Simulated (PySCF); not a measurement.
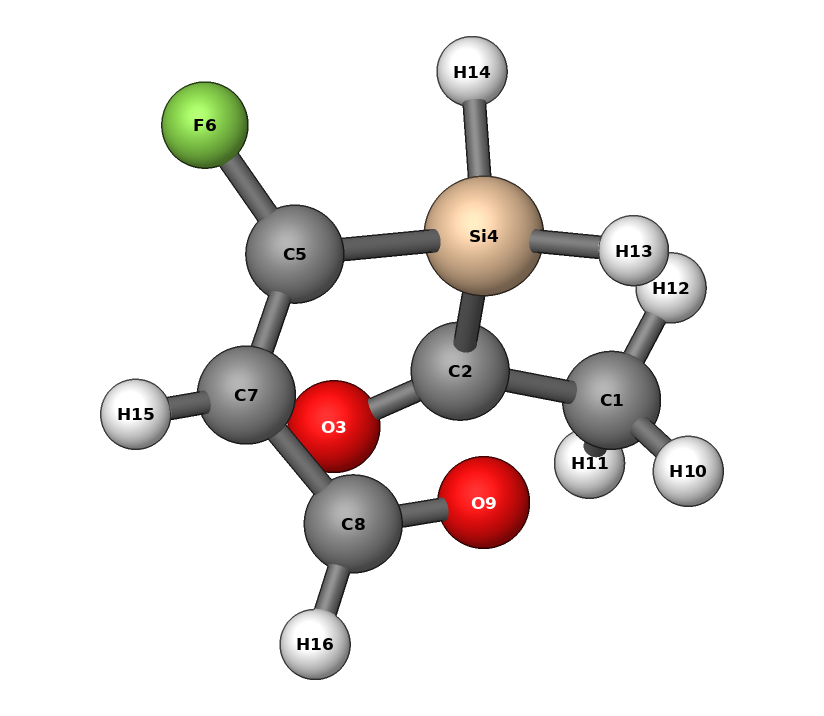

The computed structure is the end point of a GFN2-xTB optimisation. No frequency run is at hand to confirm it as a minimum. Method: GIAO PBE0/pcSseg-1 NMR shielding, non-relativistic, gas phase (PySCF 2.14.0). Principal shieldings σ11 ≤ σ22 ≤ σ33, span Ω = σ33 − σ11, skew κ = 3(σiso − σ22)/Ω.

Give the shielding tensors of the F atoms.

```json
{"atom": "F6", "σ11": "29.2", "σ22": "171.1", "σ33": "457.1", "σiso": "219.1", "Ω": "427.9", "κ": "0.34"}
```

Shieldings and span in ppm.

The geometry is semi-empirical. Around Si such bond lengths and angles can be off by a tenth of an ångström or more and by several degrees, and values that hang on the shape move with them.
